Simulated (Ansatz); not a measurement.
# A convergence test on ZnCu2SnS4 (I-4): k mesh of the density

Aim: see how gap, energy and time of ZnCu2SnS4 (I-4) follow the k mesh of the density.

Method: DFT, PBE, plane waves, PAW; PAW set soft_1, in Ansatz 0.2.0.

## (1) Set-up

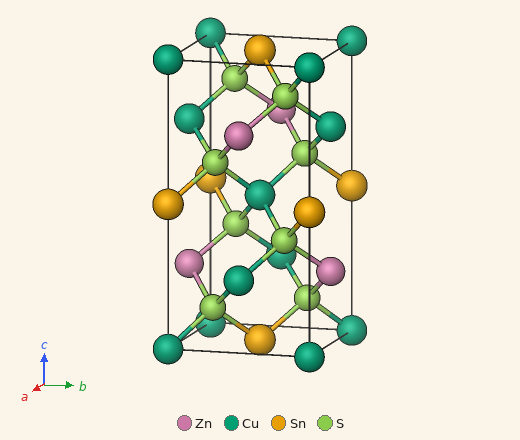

Start, viewed slightly off an axis; zinc pink, copper teal, tin orange, sulfur green. This picture shows the conventional cell, with its axes. Bonds to atoms that aren't drawn are left out. Some periodic images of atoms are drawn too.

The cell and positions come from the Crystallography Open Database and are kept as given unless a step says otherwise.

## (2) k mesh of the density: 2×2×2

input.yaml

```yaml
crystal:
  lattice:
    - [-2.7171, 2.7171, 5.4248]
    - [2.7171, -2.7171, 5.4248]
    - [2.7171, 2.7171, -5.4248]
  atoms:
    - { symbol: Zn, position: [0.25, 0.75, 0.5] }
    - { symbol: Cu, position: [0.0, 0.0, 0.0] }
    - { symbol: Cu, position: [0.75, 0.25, 0.5] }
    - { symbol: Sn, position: [0.5, 0.5, 0.0] }
    - { symbol: S, position: [0.37161, 0.88441, 0.9996] }
    - { symbol: S, position: [0.11559, 0.11519, 0.4872] }
    - { symbol: S, position: [0.88481, 0.37201, 0.0004] }
    - { symbol: S, position: [0.62799, 0.62839, 0.5128] }
kpoints:
  mp_grid: { grid: [2, 2, 2] }
  band_path:
    path:
      - [0.0, 0.0, 0.0]
      - [0.0, 0.0, 0.5]
      - [0.25, 0.25, 0.25]
      - [0.0, 0.5, 0.0]
      - [0.5, 0.5, -0.5]
      - [0.31271679, 0.68728321, -0.31271679]
      - [-0.31271679, 0.31271679, 0.31271679]
      - [-0.12543357, 0.12543357, 0.5]
    npoints: 1
hamiltonian:
  xc: pbe
  pseudopotentials: { kind: paw, azcp: { folder: soft_1 } }
scf:
  occupations: { method: fixed }
  n_extra_bands: 6
output:
  eigenvalues: true
  forces: true
  stress: true
```

Launch:

```sh
ansatz run input.yaml --threads 3 --pin off --max-ram 92160MiB --backend cuda --events-out ev --progress --plain --runs-dir out --devices 1 --max-vram 13GiB
```

Numbers of over 12 decimals in the logs are rounded to 6 here.

The log of the run:

```text
scf.n_extra_bands = 6 over 44 filled bands (N_el = 88.0): the run solves 50 bands
GPUs: using 1 of 1 available (devices: 1).
Engine: ansatz 0.2.0, x86_64-unknown-linux-gnu
Pseudopotentials: kind: paw
Pseudopotential: Zn, paw, valence charge 12, recommended cutoff 420 eV (normal), soft_1/Zn.paw.azcp
Pseudopotential: Cu, paw, valence charge 19, recommended cutoff 420 eV (normal), soft_1/Cu.paw.azcp
Pseudopotential: Sn, paw, valence charge 14, recommended cutoff 420 eV (normal), soft_1/Sn.paw.azcp
Pseudopotential: S, paw, valence charge 6, recommended cutoff 420 eV (normal), soft_1/S.paw.azcp
Functional definition: PBE
  parameter kappa = 0.804
  parameter beta = 0.066725
  exchange = pbe_x(kappa = kappa, mu = beta*pi^2/3)
  correlation = pbe_c(beta = beta)
concurrent solve slots: 2 of 3 are kept, ahead of what memory takes: no pass of the eigensolver takes more rounds on 2
device memory: the entry about to start is reckoned to put 3.2 GiB on a device that reports 53.6 GiB free (of which the cap on the GPU budget leaves the run 13.0 GiB)
GPU FFT provider: cuFFT
GPU libraries: cuBLAS 13.8.2, cuFFT 12.4.0, cuSOLVER 12.3.4
Crystal: 8 atoms, lattice volume = 160.197 Å³
Basis set: ecut = 420 eV, 3083 PW (Γ), exchange–correlation on 90×90×90 points (8 copies of the dense FFT grid, shifted against one another)
Bands: 50, of which v1, the nominal top of the filled ones, is band 44 counted from 1 (43 counted from 0)
Symmetry: 4 space group operations
Space group: I-4 (ITA 82), of the structure as read, at distance tolerance 5.4e-5 Å
k-points: 4 of 8
Non-local potential: Zn, projectors of the file, l = 0: 2, l = 1: 2, l = 2: 3, l = 3: 1
Non-local potential: Cu, projectors of the file, l = 0: 3, l = 1: 2, l = 2: 3, l = 3: 1
Non-local potential: Sn, projectors of the file, l = 0: 2, l = 1: 2, l = 2: 2, l = 3: 1
Non-local potential: S, projectors of the file, l = 0: 2, l = 1: 2, l = 2: 1
PAW form: soft (Blöchl's): semilocal exchange-correlation on the pseudo side does not see the compensation charge
PAW one-centre angular grid: Zn, 590 points (default); XC on 64 Gauss nodes
PAW one-centre angular grid: Cu, 590 points (default); XC on 64 Gauss nodes
PAW one-centre angular grid: Sn, 590 points (default); XC on 64 Gauss nodes
PAW one-centre angular grid: S, 110 points (default); XC on 64 Gauss nodes
Initial density: superposition of atomic densities (chi_scale 0.1, normalization cell, long waves kept (reshape's long-wave potential 0.01 eV rms))
Initial wavefunctions: pseudopotential atomic-orbital guess
GPU buffer pool allocated for 91125 grid points (all kernels)
GPU transforms: local potential and band sums: pruned to the plane-wave sphere, on 45×45×45
Functional: x = pbe(κ = 0.804, μ = 0.219515), c = pbe(β = 0.066725)
SCF iter   1: F=—  HF=-26205.782410 eV  |F-HF|=—  |Δ(HF+E_count)|=         —  Δρ=3.80e-2  dr2=2.01e0  ethr=3.10e-3  ⟨swp⟩=5.0  Hψ=767  notcnv=0  defer=10
preconditioner: auto → Resta (q_TF=auto, 2.469 Å⁻¹)  ε∞=6.3  [insulator: Δε(μ)=0.374 eV  Ē_g=10.848 eV  n_scr=36 (ndim 8)  ℏωp=24.9 eV  f_vac=0.000  ε∞_Penn≈6.3]
SCF iter   2: F=—  HF=-26205.463787 eV  |F-HF|=—  |Δ(HF+E_count)|=   3.19e-1  Δρ=1.79e-2  dr2=5.44e-1  ethr=2.29e-3  ⟨swp⟩=2.2  Hψ=351  notcnv=0  defer=14
SCF iter   3: F=—  HF=-26205.553241 eV  |F-HF|=—  |Δ(HF+E_count)|=   8.95e-2  Δρ=3.09e-2  dr2=9.06e-1  ethr=6.19e-4  ⟨swp⟩=3.0  Hψ=361  notcnv=0  defer=15
SCF iter   4: F=—  HF=-26205.398008 eV  |F-HF|=—  |Δ(HF+E_count)|=   1.55e-1  Δρ=1.02e-2  dr2=1.12e-1  ethr=6.19e-4  ⟨swp⟩=2.0  Hψ=416  notcnv=0  defer=14
SCF iter   5: F=—  HF=-26205.377953 eV  |F-HF|=—  |Δ(HF+E_count)|=   2.01e-2  Δρ=2.92e-3  dr2=1.04e-2  ethr=1.27e-4  ⟨swp⟩=2.0  Hψ=349  notcnv=0  defer=15
SCF iter   6: F=—  HF=-26205.381943 eV  |F-HF|=—  |Δ(HF+E_count)|=   3.99e-3  Δρ=1.30e-3  dr2=3.09e-3  ethr=1.19e-5  ⟨swp⟩=2.0  Hψ=309  notcnv=0  defer=15
SCF iter   7: F=—  HF=-26205.384128 eV  |F-HF|=—  |Δ(HF+E_count)|=   2.19e-3  Δρ=1.10e-3  dr2=1.32e-3  ethr=3.51e-6  ⟨swp⟩=2.0  Hψ=316  notcnv=0  defer=15
SCF iter   8: F=—  HF=-26205.384098 eV  |F-HF|=—  |Δ(HF+E_count)|=   3.04e-5  Δρ=4.92e-4  dr2=2.78e-4  ethr=1.50e-6  ⟨swp⟩=2.0  Hψ=339  notcnv=0  defer=14
SCF iter   9: F=—  HF=-26205.383899 eV  |F-HF|=—  |Δ(HF+E_count)|=   1.99e-4  Δρ=1.84e-4  dr2=3.84e-5  ethr=3.16e-7  ⟨swp⟩=2.0  Hψ=276  notcnv=0  defer=10
SCF iter  10: F=—  HF=-26205.384299 eV  |F-HF|=—  |Δ(HF+E_count)|=   4.00e-4  Δρ=3.59e-5  dr2=1.49e-6  ethr=4.37e-8  ⟨swp⟩=2.0  Hψ=305  notcnv=0  defer=7
SCF iter  11: F=—  HF=-26205.384300 eV  |F-HF|=—  |Δ(HF+E_count)|=   1.09e-6  Δρ=1.48e-5  dr2=1.98e-7  ethr=1.69e-9  ⟨swp⟩=2.0  Hψ=367  notcnv=0  defer=7
SCF iter  12: F=-26205.384301 eV  HF=-26205.384301 eV  |F-HF|=4.57e-9  |Δ(HF+E_count)|=   1.10e-7  Δρ=3.43e-6  dr2=1.45e-8  ethr=1.14e-10  ⟨swp⟩=15.0  Hψ=1116  notcnv=0
SCF 1 converged in 12 iterations: F = -26205.384301 eV  dr2 = 1.45e-8
[...]
device memory: the entry about to start is reckoned to put 3.5 GiB on a device that reports 55.7 GiB free (of which the cap on the GPU budget leaves the run 13.0 GiB)
NSCF: frozen V_eff on 8 k-points
SCF converged after 12 iterations
Free energy (F): -26205.384301 eV
Harris-Foulkes:  -26205.384301 eV  (|F-HF|=4.57e-9)
Internal energy: -26205.384301 eV  (E = F + TS)
E sigma→0 (E₀):  -26205.384301 eV
Fermi energy:    8.039869 eV
--- Per-component energies (eV) ---
  E_band       = -1102.111912
  E_kinetic    = 1260.786234
  E_local      = -16263.379254  (includes V_loc(G=0)·N_el)
  E_nonlocal   = 2897.715436
  E_hartree    = 6961.156012
  E_xc         = -695.408761
  E_vxc        = -637.069002  (∫ρ·V_xc dr)
  E_paw        = -12341.799392  (= ΣΔE_a)
  E_vpaw       = -2282.489426  (= ΣTr[D̂ρ^β])
  E_aug_tail   = 0.002041  (compensation charges beyond the density's cutoff)
  E_ewald      = -8024.456617
  E_smearing   = -0.000000  (= −TS)
  E_closure    = -0.000000  (closes the sum)
  Σ components = -26205.384301   (vs F -26205.384301, Δ=0.00e0)
--- Forces (eV/Å), atoms counted from 1 ---
  atom   1  Zn     0.00000000     0.00000000     0.00000000
  atom   2  Cu     0.00000000    -0.00000000     0.00000000
  atom   3  Cu    -0.00000000     0.00000000     0.00000000
  atom   4  Sn    -0.00000000     0.00000000     0.00000000
  atom   5  S      0.49764085    -0.12723135     0.17039122
  atom   6  S     -0.12723135    -0.49764085    -0.17039122
  atom   7  S     -0.49764085     0.12723135     0.17039122
  atom   8  S      0.12723135     0.49764085    -0.17039122
  max |Σ_I F_I| component: 1.11e-16 eV/Å
--- Stress (GPa, compression-positive) ---
        2.136355      -0.000000      -0.000000
        0.000000       2.136355       0.000000
       -0.000000       0.000000       1.793693
  P = ⅓ Tr σ = 2.0221 GPa (20.221 kbar)
--- Band table (eV) ---
  k-point 0: bands = [... 40 lower, 6.6896, 7.9524, 7.9524, 8.0399, 8.3130, 10.0506, 10.9223, 11.8087, ... 2 higher]
  k-point 1: bands = [... 40 lower, 7.2822, 7.3856, 7.5612, 7.6367, 8.8491, 10.3339, 11.1870, 12.1805, ... 2 higher]
  k-point 2: bands = [... 40 lower, 6.9282, 6.9989, 7.0558, 7.5651, 9.7777, 11.2016, 11.3165, 12.2672, ... 2 higher]
  k-point 3: bands = [... 40 lower, 6.9291, 7.0359, 7.2230, 7.2230, 9.5307, 10.0868, 10.0868, 10.4718, ... 2 higher]
```

Wall time 8.5 s (1 × NVIDIA H100 80GB HBM3 (shared by 6 runs) with 3 threads of AMD EPYC 7R13 (Zen 3), shared host); peak memory 0.97 GiB.

This step gave:

* pressure: 2.022 GPa
* gap: 0.2732 eV
* valence top at: Γ
* conduction bottom at: Γ
* least direct gap: 0.2732 eV

The gap is direct, at Γ.

## (3) k mesh of the density: 4×4×4

input.yaml, as its differences from that of step 2:

```diff
@@ -15,3 +15,3 @@
 kpoints:
-  mp_grid: { grid: [2, 2, 2] }
+  mp_grid: { grid: [4, 4, 4] }
   band_path:
```

The log of the run:

```text
[...]
GPUs: using 1 of 1 available (devices: 1).
[...]
GPU FFT provider: cuFFT
GPU libraries: cuBLAS 13.8.2, cuFFT 12.4.0, cuSOLVER 12.3.4
Crystal: 8 atoms, lattice volume = 160.197 Å³
Basis set: ecut = 420 eV, 3083 PW (Γ), exchange–correlation on 90×90×90 points (8 copies of the dense FFT grid, shifted against one another)
[...]
k-point 0: bands = [... 40 lower, 6.6643, 7.9371, 7.9371, 8.0189, 8.3059, 10.0455, 10.9129, 11.8047, ... 2 higher]
  k-point 1: bands = [... 40 lower, 6.8603, 7.0239, 7.4883, 7.8087, 9.3502, 10.9682, 11.3096, 11.6024, ... 2 higher]
  k-point 2: bands = [... 40 lower, 7.2602, 7.3730, 7.5470, 7.6172, 8.8418, 10.3294, 11.1832, 12.1764, ... 2 higher]
  k-point 13: bands = [... 40 lower, 6.9155, 7.0096, 7.2073, 7.2073, 9.5204, 10.0822, 10.0822, 10.4677, ... 2 higher]
[key lines of the parts left out:]
SCF converged after 12 iterations
Free energy (F): -26205.554447 eV
Fermi energy:    8.018872 eV
P = ⅓ Tr σ = 2.0520 GPa (20.520 kbar)
```

Run time: 6.9 s. Hardware: 1 × NVIDIA H100 80GB HBM3 (shared by 6 runs) with 3 threads; peak memory 0.98 GiB; 7.2 s of CPU time.

Numbers from this step:

```
pressure             : 2.052 GPa
gap                  : 0.2870 eV
valence top at       : Γ
conduction bottom at : Γ
least direct gap     : 0.2870 eV
```

The gap is 0.287 eV, +0.014 eV from the run before at this level.

## (4) k mesh of the density: 6×6×6 (the default)

input.yaml, the sections that differ from step 3:

```yaml
kpoints:
  mp_grid: { grid: [6, 6, 6] }
  band_path:
    path:
      - [[0.0, 0.0, 0.0], [0.0, 0.0, 0.5], [0.25, 0.25, 0.25], [0.0, 0.5, 0.0], [0.0, 0.0, 0.0], [0.5, 0.5, -0.5], [0.31271679, 0.68728321, -0.31271679]]
      - [[-0.31271679, 0.31271679, 0.31271679], [0.0, 0.0, 0.0]]
      - [[0.0, 0.0, 0.5], [-0.12543357, 0.12543357, 0.5]]
      - [[0.5, 0.5, -0.12543357], [0.5, 0.5, -0.5]]
    npoints: 10
scf:
  occupations: { method: fermi_dirac, width: 0.02 }
  n_extra_bands: 6
output:
  eigenvalues: true
  forces: true
  stress: true
  write_density: true
  write_potential: true
  elf: true
  volumetric_format: npy
# crystal, hamiltonian: as in step 3
```

The log of the run:

```text
[...]
GPUs: using 1 of 1 available (devices: 1).
[...]
GPU FFT provider: cuFFT
GPU libraries: cuBLAS 13.8.2, cuFFT 12.4.0, cuSOLVER 12.3.4
Crystal: 8 atoms, lattice volume = 160.197 Å³
Basis set: ecut = 420 eV, 3083 PW (Γ), exchange–correlation on 90×90×90 points (8 copies of the dense FFT grid, shifted against one another)
[...]
k-point 0: bands = [... 40 lower, 6.6609, 7.9350, 7.9350, 8.0163, 8.3055, 10.0450, 10.9121, 11.8045, ... 2 higher]
  k-point 1: bands = [... 40 lower, 6.8023, 7.1730, 7.7187, 7.8768, 9.1205, 10.6024, 11.3189, 11.6826, ... 2 higher]
  k-point 2: bands = [... 40 lower, 6.9072, 7.0805, 7.4209, 7.7225, 9.3169, 10.9826, 11.1646, 11.7381, ... 2 higher]
  k-point 35: bands = [... 40 lower, 6.9133, 7.0063, 7.2048, 7.2048, 9.5197, 10.0816, 10.0816, 10.4675, ... 2 higher]
[key lines of the parts left out:]
SCF converged after 11 iterations
Free energy (F): -26205.559870 eV
Fermi energy:    8.161670 eV
P = ⅓ Tr σ = 2.0676 GPa (20.676 kbar)
```

Elapsed: 13 s, on 1 × NVIDIA H100 80GB HBM3 (shared by 6 runs) with 3 threads; peak memory 1.1 GiB.

Numbers from this step:

- pressure: 2.068 GPa
- gap: 0.2892 eV
- valence top at: Γ
- conduction bottom at: Γ
- least direct gap: 0.2892 eV

The gap is 0.289 eV, +0.002 eV from the run before at this level.

## (5) k mesh of the density: 10×10×10

input.yaml, the sections that differ from step 4:

```yaml
kpoints:
  mp_grid: { grid: [10, 10, 10] }
  band_path:
    path:
      - [0.0, 0.0, 0.0]
      - [0.0, 0.0, 0.5]
      - [0.25, 0.25, 0.25]
      - [0.0, 0.5, 0.0]
      - [0.5, 0.5, -0.5]
      - [0.31271679, 0.68728321, -0.31271679]
      - [-0.31271679, 0.31271679, 0.31271679]
      - [-0.12543357, 0.12543357, 0.5]
    npoints: 1
scf:
  occupations: { method: fixed }
  n_extra_bands: 6
# crystal, hamiltonian, output: as in step 4
```

The log of the run:

```text
[...]
GPUs: using 1 of 1 available (devices: 1).
[...]
GPU FFT provider: cuFFT
GPU libraries: cuBLAS 13.8.2, cuFFT 12.4.0, cuSOLVER 12.3.4
Crystal: 8 atoms, lattice volume = 160.197 Å³
Basis set: ecut = 420 eV, 3083 PW (Γ), exchange–correlation on 90×90×90 points (8 copies of the dense FFT grid, shifted against one another)
[...]
k-point 0: bands = [... 40 lower, 6.6602, 7.9346, 7.9346, 8.0158, 8.3055, 10.0448, 10.9119, 11.8045, ... 2 higher]
  k-point 1: bands = [... 40 lower, 6.7191, 7.4693, 7.8979, 7.9150, 8.7934, 10.2941, 11.1010, 11.7420, ... 2 higher]
  k-point 2: bands = [... 40 lower, 6.8379, 7.0745, 7.6165, 7.8510, 9.2396, 10.7576, 11.3538, 11.6543, ... 2 higher]
  k-point 143: bands = [... 40 lower, 6.9128, 7.0056, 7.2042, 7.2042, 9.5196, 10.0815, 10.0815, 10.4675, ... 2 higher]
[key lines of the parts left out:]
SCF converged after 12 iterations
Free energy (F): -26205.560496 eV
Fermi energy:    8.015799 eV
P = ⅓ Tr σ = 2.0723 GPa (20.723 kbar)
```

It took 20 s on 1 × NVIDIA H100 80GB HBM3 (shared by 6 runs) with 3 threads; peak memory 1.4 GiB.

This step gave:

```yaml
pressure: 2.072 GPa
gap: 0.2897 eV
valence_top_at: Γ
conduction_bottom_at: Γ
least_direct_gap: 0.2897 eV
```

The gap is 0.290 eV, +0.001 eV from the run before at this level.

## (6) The series

Differences are against the last row; a negative gap means that bands overlap, and a run with a band path holds that path's time. Times are wall times on 1 × NVIDIA H100 80GB HBM3 (shared by 6 runs) with 3 threads of AMD EPYC 7R13 (Zen 3), shared host, good to a factor of about two.

```
k mesh of the density  gap (eV)  direct gap (eV)  gap error (eV)  energy error (meV/atom)  irreducible k   time
                2×2×2     0.273            0.273          −0.017                    +22.0              4  8.5 s
                4×4×4     0.287            0.287          −0.003                     +0.8             14  6.9 s
                6×6×6     0.289            0.289          −0.001                     +0.1             36   13 s
             10×10×10     0.290            0.290          +0.000                     +0.0            144   20 s
```

## (7) Results

```
2×2×2    : 0.273 eV
4×4×4    : 0.287 eV
6×6×6    : 0.289 eV
10×10×10 : 0.290 eV
```

The gap holds to 0.02 eV from 2×2×2 on, the cheapest setting tried. At 2×2×2 the gap is off by −0.017 eV and the energy by +22 meV/atom. The gap is read over the mesh and added points near the edges, so meshes differ mainly through the density and, for a hybrid, the exchange operator. The runs have no spin polarisation. For a closed low-spin shell that is the natural state; where a d or f shell is open it is a constraint, and the gap is then not the crystal's own.

[Paths, hosts, dates, memory and timing lines, banners, echoed tables and standing remarks are left out of the program output.]

[Logs are printed without paths, hosts, clocks, repeated set-up lines and the standing remarks that a program may print on its own settings, such as how far it seeks lower states.]

[Runs of the session that timed out or met a known fault of the program may be left out.]

[Cells called generated may have been cut or substituted from an entry of the Crystallography Open Database or the Materials Project.]

[Hosts, paths, dates, database ids (printed as entryN), source tags and the programs' standing remarks are cut or masked in the printed files.]
